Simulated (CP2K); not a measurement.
**PM3 run of Si2H5OF (SMILES O[SiH](F)[SiH3])**

Aim: the vertical ionisation energy of Si2H5OF at PM3, from 2 runs. 

The calculation is run with CP2K 2026.2.

6 further runs of the same task are left out: 1 that didn't finish, 5 set aside as unsound or not needed.

### Step 1. Starting point

Si2H5OF: 9 atoms, total charge 0, spin state singlet. SMILES: `O[SiH](F)[SiH3]`. Geometry: relaxed at PBE0-D4/def2-TZVP. This is one conformer, not always the lowest.

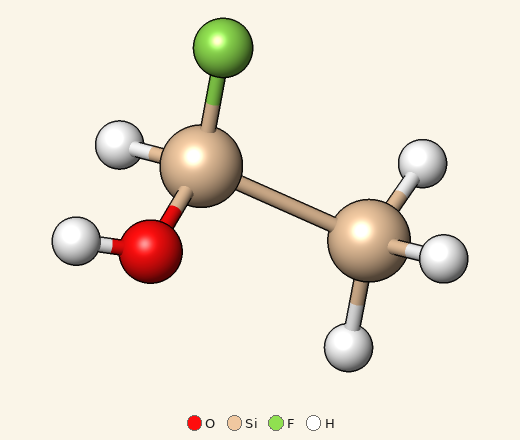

The structure, seen from a chosen angle (oxygen red, silicon light orange, fluorine green, hydrogen white).

### Step 2. Energy and forces at PM3

The input, run.inp:

```
&FORCE_EVAL
   METHOD QUICKSTEP
   &DFT
      &QS
         METHOD PM3
         EPS_DEFAULT 1.0E-10
         &SE
            &COULOMB
               CUTOFF [angstrom] 50
               RC_RANGE [angstrom] 0
            &END
            &EXCHANGE
               CUTOFF [angstrom] 50
               RC_RANGE [angstrom] 0
            &END
         &END
      &END
      # no periodic images
      &POISSON
         PERIODIC NONE
         POISSON_SOLVER ANALYTIC
      &END
      # SCF settings
      &SCF
         SCF_GUESS ATOMIC
         EPS_SCF 1.0E-07
         MAX_SCF 150
         ADDED_MOS 8
         &DIAGONALIZATION
            ALGORITHM STANDARD
         &END
         &MIXING
            METHOD DIRECT_P_MIXING
            ALPHA 0.4
         &END
      &END
      &PRINT
         &MOMENTS
            PERIODIC F
            REFERENCE COM
            MAX_MOMENT 1
         &END
         &MO ON
            ENERGIES T
            OCCUPATION_NUMBERS T
            NDIGITS 6
            &EACH
               QS_SCF 0
            &END
            ADD_LAST NUMERIC
         &END
         &HIRSHFELD OFF
         &END
      &END
   &END
   # atoms, cell and kinds
   &SUBSYS
      &CELL
         ABC 19.8 18.6 20.6
         PERIODIC NONE
      &END
      &COORD
         UNIT bohr
         O     -0.7417175    -1.1542447     3.3412248
         Si    -1.5713073    -0.3034900     0.4869824
         F     -3.3553977     2.1425715     0.6035785
         Si     2.1448392     0.7012774    -1.6850688
         H     -1.9851573    -1.9003086     4.4276283
         H     -3.1456381    -2.2967731    -0.7192298
         H      1.5093243     1.6262983    -4.2617104
         H      3.7448703    -1.5971965    -1.9159933
         H      3.5674250     2.6939936    -0.3095371
      &END
      &TOPOLOGY
         &CENTER_COORDINATES
         &END
      &END
   &END
   &PRINT
      &FORCES ON
      &END
   &END
&END

&GLOBAL
   PROJECT run
   RUN_TYPE ENERGY_FORCE
   PRINT_LEVEL MEDIUM
&END
```

Started as:

```sh
OMP_NUM_THREADS=1 cp2k.psmp -i run.inp > run.out 2>&1
```

What it wrote:

```text
CP2K| version string:                                       CP2K version 2026.2
[...]
 GLOBAL| Method name                                                        CP2K
[...]
 GLOBAL| Run type                                                   ENERGY_FORCE
[...]
                             - Atoms:                                          9
[...]
                             - Spherical basis functions:                     21
[...]
 Number of electrons:                                                         26
[...]
     1 P_Mix/Diag. 0.40E+00    0.0     0.78238579       -30.9385596019 -3.09E+01
[...]
    20 DIIS/Diag.  0.36E-07    0.0     0.00000004       -35.2194860367  5.68E-14
  *** SCF run converged in    20 steps ***
  Core-core repulsion energy [eV]:                           1316.68737967755078
  Core Hamiltonian energy [eV]:                             -1580.78623960629170
  Two-electron integral energy [eV]:                        -1388.54418769222207
  Electronic energy [eV]:                                   -2275.05833345240262
  Total energy [eV]:                                         -958.37095377485196
  Atomic reference energy [eV]:                               951.90153051652726
  Heat of formation [kcal/mol]:                              -149.18845631356834
[...]
 SE_DIPOLE| Moment [Debye]          0.39128272       1.14332009       0.23526365
 SE_DIPOLE| Derivative [a.u.]       0.00000000       0.00000000       0.00000000
 ENERGY| Total FORCE_EVAL ( QS ) energy [hartree]            -35.219486036684728
 FORCES| Atomic forces [hartree/bohr]
 FORCES|   Atom     x               y               z               |f|
 FORCES|      1 -1.80577026E-03 -1.26763202E-02  4.47193302E-02   4.65163240E-02
 FORCES|      2 -2.34530378E-02  9.14981923E-03 -2.43282030E-02   3.50089365E-02
 FORCES|      3 -5.82686567E-04  1.81437094E-03  6.06862632E-03   6.36079326E-03
 FORCES|      4  1.59914904E-02  1.54925987E-03 -1.18445272E-02   1.99604809E-02
 FORCES|      5  9.63819774E-03  6.16121138E-03 -7.44017381E-03   1.36459359E-02
 FORCES|      6 -5.55771725E-04 -6.53849655E-03 -7.16054861E-03   9.71258337E-03
 FORCES|      7  1.71679087E-04  2.20312557E-04 -7.87545858E-05   2.90195824E-04
 FORCES|      8  4.44695439E-04  1.96775072E-04 -2.83905048E-05   4.87114446E-04
 FORCES|      9  1.51203672E-04  1.23067707E-04  9.26410994E-05   2.15848521E-04
 FORCES| Sum     9.71445147E-17  2.77555756E-17  6.93889390E-18
 FORCES| Total atomic force                                       1.01269823E-16
[...]
```

It took 0.28 s on 1 thread of Arm Neoverse V1, shared host.

### Step 3. The doublet cation, same level

The input, calc.inp:

```
&GLOBAL
 PROJECT_NAME calc
 RUN_TYPE ENERGY_FORCE
 PRINT_LEVEL MEDIUM
&END GLOBAL

&FORCE_EVAL
 METHOD QUICKSTEP
 &DFT
  CHARGE 1
  MULTIPLICITY 2
  LSD T
  &QS
   METHOD PM3
   EPS_DEFAULT 1.0E-10
   &SE
    &COULOMB
     CUTOFF [angstrom] 50
     RC_RANGE [angstrom] 0
    &END COULOMB
    &EXCHANGE
     CUTOFF [angstrom] 50
     RC_RANGE [angstrom] 0
    &END EXCHANGE
   &END SE
  &END QS
  &POISSON
   PERIODIC NONE
   POISSON_SOLVER ANALYTIC
  &END POISSON
  &SCF
   SCF_GUESS ATOMIC
   EPS_SCF 1.0E-07
   MAX_SCF 40
   &OT ON
    MINIMIZER DIIS
    PRECONDITIONER FULL_ALL
   &END OT
   &OUTER_SCF
    EPS_SCF 1.0E-07
    MAX_SCF 8
   &END OUTER_SCF
  &END SCF
  &PRINT
   &MOMENTS
    PERIODIC F
    REFERENCE COM
    MAX_MOMENT 1
   &END MOMENTS
   &MO_CUBES
    NLUMO 1
    NHOMO -1
    WRITE_CUBE F
   &END MO_CUBES
   &HIRSHFELD OFF
   &END HIRSHFELD
  &END PRINT
 &END DFT
 &SUBSYS
  &CELL
   ABC [angstrom] 19.8 18.6 20.6
   PERIODIC NONE
  &END CELL
  &COORD
   UNIT bohr
   O     -0.7417175    -1.1542447     3.3412248
   Si    -1.5713073    -0.3034900     0.4869824
   F     -3.3553977     2.1425715     0.6035785
   Si     2.1448392     0.7012774    -1.6850688
   H     -1.9851573    -1.9003086     4.4276283
   H     -3.1456381    -2.2967731    -0.7192298
   H      1.5093243     1.6262983    -4.2617104
   H      3.7448703    -1.5971965    -1.9159933
   H      3.5674250     2.6939936    -0.3095371
  &END COORD
  &TOPOLOGY
   &CENTER_COORDINATES
   &END CENTER_COORDINATES
  &END TOPOLOGY
 &END SUBSYS
 &PRINT
  &FORCES ON
  &END FORCES
 &END PRINT
&END FORCE_EVAL
```

Started as:

```sh
OMP_NUM_THREADS=1 cp2k.psmp -i calc.inp > calc.out 2>&1
```

What it wrote:

```text
CP2K| version string:                                       CP2K version 2026.2
[...]
 GLOBAL| Method name                                                        CP2K
[...]
 GLOBAL| Run type                                                   ENERGY_FORCE
[...]
                             - Atoms:                                          9
[...]
                             - Spherical basis functions:                     21
[...]
 Number of electrons:                                                         13
[...]
     1 OT DIIS     0.15E+00    0.0     0.13693192       -31.4335660906 -3.14E+01
[...]
    12 OT DIIS     0.15E+00    0.0     0.00000006       -34.8804949212 -9.74E-12
  *** SCF run converged in    12 steps ***
  Core-core repulsion energy [eV]:                           1316.68737967755078
  Core Hamiltonian energy [eV]:                             -1556.49948232970519
  Two-electron integral energy [eV]:                        -1418.66886751200082
  Electronic energy [eV]:                                   -2265.83391608570582
  Total energy [eV]:                                         -949.14653640815470
  Atomic reference energy [eV]:                               951.90153051652726
  Heat of formation [kcal/mol]:                                63.53167844632876
[...]
 SE_DIPOLE| Moment [Debye]         -0.30256828       1.93735352       1.40550819
 SE_DIPOLE| Derivative [a.u.]       0.00000000       0.00000000       0.00000000
 *** WARNING in qs_scf_post_se.F:140 :: Printing of MO cube files not ***
 *** implemented for Semi-Empirical method.                           ***
 ENERGY| Total FORCE_EVAL ( QS ) energy [hartree]            -34.880494921226713
 FORCES| Atomic forces [hartree/bohr]
 FORCES|   Atom     x               y               z               |f|
 FORCES|      1 -1.09914963E-02 -5.82752761E-03  8.08423321E-03   1.48367077E-02
 FORCES|      2 -5.57638326E-02  2.21508453E-02  2.86945840E-02   6.65104813E-02
 FORCES|      3  1.82323806E-02 -1.44560292E-02  2.18423018E-03   2.33702235E-02
 FORCES|      4  4.98282942E-02  5.36485597E-03 -3.93682219E-02   6.37298790E-02
 FORCES|      5  1.25833241E-02  5.78447128E-03  1.69003900E-03   1.39519312E-02
 FORCES|      6  9.71581951E-03 -8.04720336E-03 -1.69237532E-02   2.11084830E-02
 FORCES|      7 -6.40295765E-03 -1.83582034E-03  4.04559165E-03   7.79326085E-03
 FORCES|      8 -6.64410365E-03 -1.47435264E-03  3.81949317E-03   7.80425250E-03
 FORCES|      9 -1.05574282E-02 -1.65923944E-03  7.77380387E-03   1.32153090E-02
 FORCES| Sum    -1.66533454E-16 -1.24900090E-16  3.36536354E-16
 FORCES| Total atomic force                                       3.95714722E-16
[...]
```

It took 1.1 s on 1 thread of Arm Neoverse V1, shared host.

### Step 4. Summary of results

At PM3:

```
                                                  quantity            value
                             singlet Si2H5OF: total energy     -35.21949 Eh
                            singlet Si2H5OF: dipole moment           1.23 D
                              singlet Si2H5OF: HOMO energy         -9.36 eV
                              singlet Si2H5OF: LUMO energy         -1.16 eV
                            singlet Si2H5OF: HOMO–LUMO gap          8.20 eV
singlet Si2H5OF: heat of formation at this unrelaxed shape  -149.2 kcal/mol
                 singlet Si2H5OF: largest force on an atom       2.392 eV/Å
                              doublet cation: total energy     -34.88049 Eh
 doublet cation: heat of formation at this unrelaxed shape    63.5 kcal/mol
                  doublet cation: largest force on an atom       3.420 eV/Å
        vertical ionisation energy (to the doublet cation)         9.224 eV
```

**Reading.** The vertical ionisation energy comes to 9.22 eV (213 kcal/mol). The largest force (singlet Si2H5OF) is 2.39 eV/Å: the shape isn't a stationary point for this species at this level.
